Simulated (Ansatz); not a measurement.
Input file:

```
crystal:
  periodic: [false, false, false]
  atoms:
    - { symbol: B, position_ang: [0.0, 0.0, 0.0] }
    - { symbol: O, position_ang: [0.0, 0.0, 1.41] }
    - { symbol: H, position_ang: [-0.9095, -0.2814, 1.7471] }
    - { symbol: F, position_ang: [1.1431, 0.0, -0.66] }
    - { symbol: H, position_ang: [-1.0305, 0.0, -0.595] }
basis:
  gaussian: { orbitals: "6-31G*" }
hamiltonian:
  xc: pbe
  dispersion: d4
relax:
  f_tol: 0.02
  max_steps: 40
output:
  orbitals: {}
```

Command:

```sh
ansatz run input.yaml --threads 1 --pin off --max-ram 2048MiB --backend cpu --events-out ev --progress --plain --runs-dir out
```

The fields are those of the run's last geometry, not of the input's.

Level of theory: RKS PBE-D4/6-31G* in Ansatz.

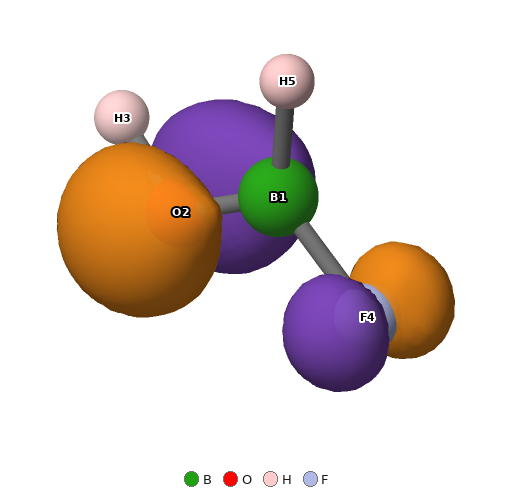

BFH2O. The HOMO−1 at ±0.2 Å⁻³ᐟ² (orange and purple are the two phases), seen at an oblique angle.

> Where does this orbital lie, and at what energy?

It lies mainly on O2 (about 70 %) and F4 (about 20 %); it changes sign across the molecular plane (π type); π-antibonding (a node) across B1–F4. Its energy is −8.25 eV.
